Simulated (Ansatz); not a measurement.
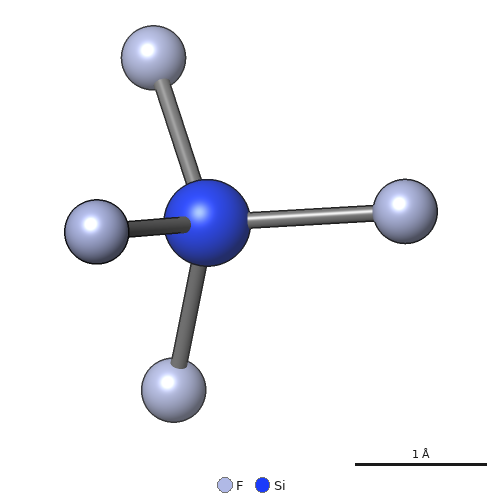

The picture shows a molecular structure as a ball-and-stick model.

The computed structure is the end point of a PBE0-D4/def2-TZVP optimisation.

Question: Which formula does it have?

Answer: SiF4, 5 atoms: 1 silicon and 4 fluorine.

Question: How many atoms are distinct by symmetry?

Answer: 2: 4 F, 1 Si.

The parts below concern this one geometry. Atoms keep their numbers from picture to picture.

### Geometry

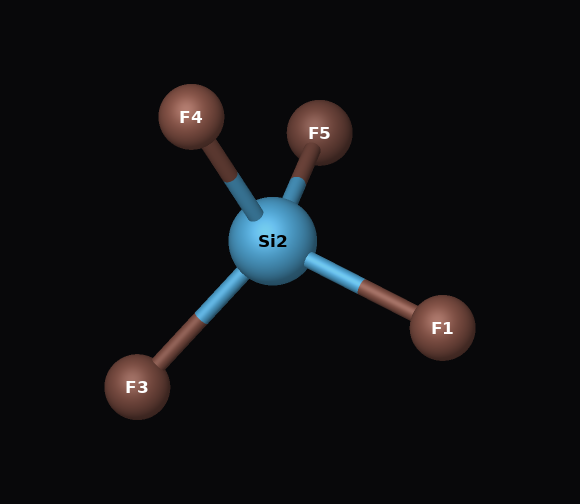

Numbered structure.

Give the bond lengths.

```tsv
bond	length (Å)
F1–Si2	1.562
Si2–F3	1.562
Si2–F4	1.562
Si2–F5	1.562
```

### Electronic properties

Properties computed with RKS PBE0-D4/def2-TZVPP (Ansatz 0.2.0).

Predict the main results.

- HOMO energy (Kohn–Sham orbital): −12.77 eV
- LUMO energy (Kohn–Sham orbital): 0.53 eV
- HOMO–LUMO gap: 13.30 eV

### Vibrations

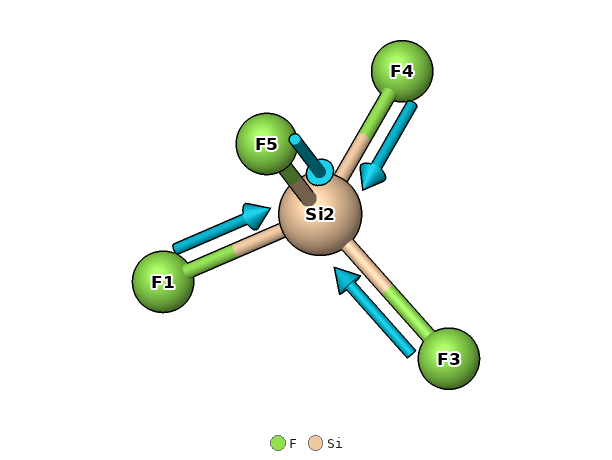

The arrows show one normal mode. Harmonic vibrations computed with RKS PBE0-D4/def2-TZVP (Ansatz 0.2.0) at a stationary point of the same level.

Question: Describe the motion.

Answer: Mostly in-phase stretching of 4 F–Si bonds.

Question: At what wavenumber does it lie?

Answer: 796 cm⁻¹; it is mode 6 of 9 counted from the lowest.

### Charges

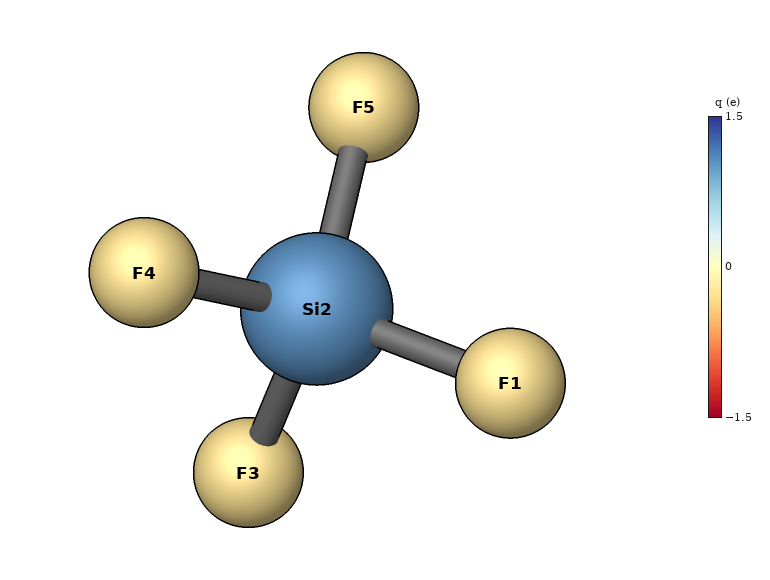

Atoms are coloured by their Mulliken charges. Properties computed with RKS PBE0-D4/def2-TZVP (Ansatz 0.2.0).

Give the Mulliken charges atom by atom.

| atom | value (e) |
| --- | --- |
| F1 | −0.26 |
| Si2 | 1.04 |
| F3 | −0.26 |
| F4 | −0.26 |
| F5 | −0.26 |

Mulliken values depend strongly on the basis set and can even reverse the polarity of a bond.
